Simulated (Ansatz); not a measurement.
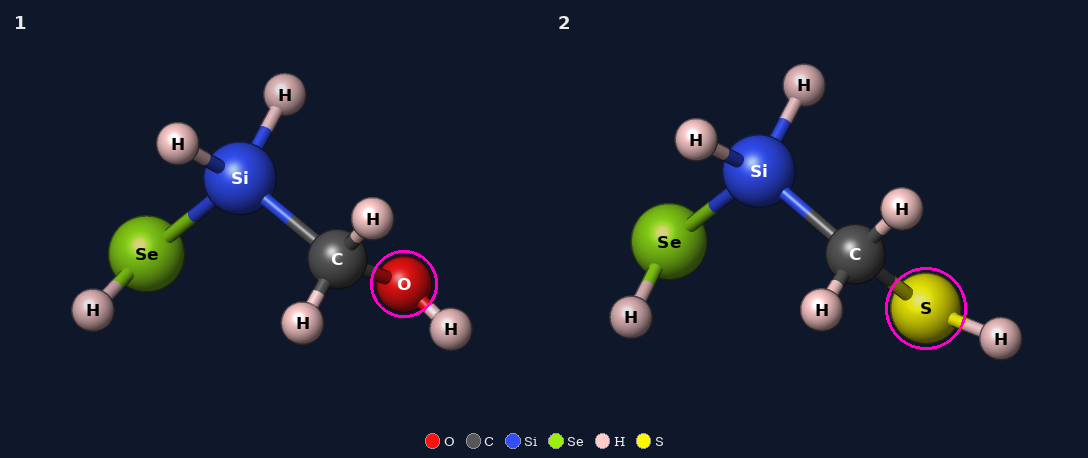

2 molecules with one skeleton, seen from the same side and at one scale; the atom that differs is circled. Charge 0, singlet. Computed geometries: PBE0-D4/def2-TZVP optimisations, one conformation each. Properties computed with Ansatz 0.2.0.

One atom differs, called X below: O in panel 1, S in panel 2. Their formulas are CH6OSeSi (`OC[SiH2][SeH]`), CH6SSeSi (`SC[SiH2][SeH]`).

In which is the angle C–X–H larger (PBE0-D4/def2-TZVP)?

In panel 1 (X = O).

In which is the harmonic zero-point energy higher (PBE0-D4/def2-TZVP)?

In panel 1 (X = O).

Give the values. With PBE0-D4/def2-TZVP: length of X–C (Å), length of X–H (Å), angle C–X–H (°), harmonic zero-point energy (kJ/mol). With ωB97M-V/def2-TZVPP: dipole moment (D), HOMO energy (Kohn–Sham orbital) (eV), HOMO–LUMO gap (eV).

| quantity | 1 (O) | 2 (S) | 2 − 1 |
| --- | --- | --- | --- |
| length of X–C (Å) | 1.414 | 1.807 | +0.393 |
| length of X–H (Å) | 0.960 | 1.344 | +0.384 |
| angle C–X–H (°) | 109.0 | 97.1 | −11.9 |
| dipole moment (D) | 2.72 | 2.34 | −0.38 |
| HOMO energy (Kohn–Sham orbital) (eV) | −9.08 | −9.07 | +0.01 |
| HOMO–LUMO gap (eV) | 10.96 | 10.81 | −0.15 |
| harmonic zero-point energy (kJ/mol) | 176.1 | 163.3 | −12.8 |
